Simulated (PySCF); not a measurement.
Molecule: C12H10O, SMILES c1c(/C=C\c2occc2)cccc1, singlet. Atoms near the plane z = 1.2 Å, at the GFN2-xTB optimised geometry (x, y, z in Å): C1 (1.3, -1.0, -0.1), C2 (1.4, 0.3, 0.1), C3 (0.4, 1.4, 0.0), C4 (-1.0, 1.4, 0.0), C5 (-1.4, 2.7, 0.0), C6 (-0.2, 3.5, 0.0), O7 (0.8, 2.7, 0.0), C13 (-0.3, -2.9, 0.1), H14 (2.1, -1.6, 0.1), H15 (2.4, 0.7, 0.4), H16 (-1.6, 0.5, 0.0), H17 (-2.4, 3.1, 0.0), H18 (0.0, 4.5, 0.0), H22 (-1.7, -4.5, 0.2), H23 (0.3, -3.2, 1.0).

Method: CAM-B3LYP/def2-SVP in PySCF. The values are rescaled to run from 0 to 1.

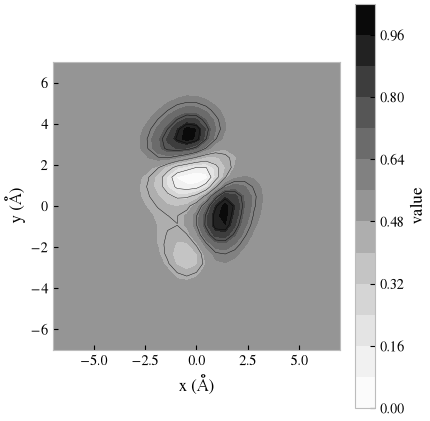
Figure. a field on the plane z = 1.2 Å.

Which quantity is mapped?
A) Laplacian of the electron density
B) an orbital amplitude
C) log10 of the electron density
D) electron localisation function

B, an orbital amplitude. In full: HOMO amplitude (bohr^(-3/2)).
